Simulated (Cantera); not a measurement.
A closed system holds: 1 mol Zr, 2.5 mol N₂O, 2.1 mol H₂, held at 0.130 Pa.

Method: chemical equilibrium by Gibbs-energy minimisation in Cantera with the NASA 1993 tables (ideal gas, pure condensed phases). Candidate condensed phases: H₂O, Zr, ZrN, ZrO₂; 28 gas species. Kinetics and transport are ignored.

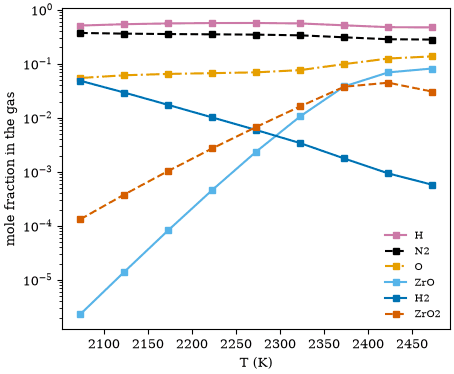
Fig. 1. Equilibrium gas composition (values under 1e-9 drawn at 1e-9)

From 2073 K to 2373 K the condensed part is ZrO₂(tetragonal). From 2423 K to 2473 K nothing is condensed. The main Zr-bearing gas is ZrO₂ at 2073 K and ZrO at 2473 K.
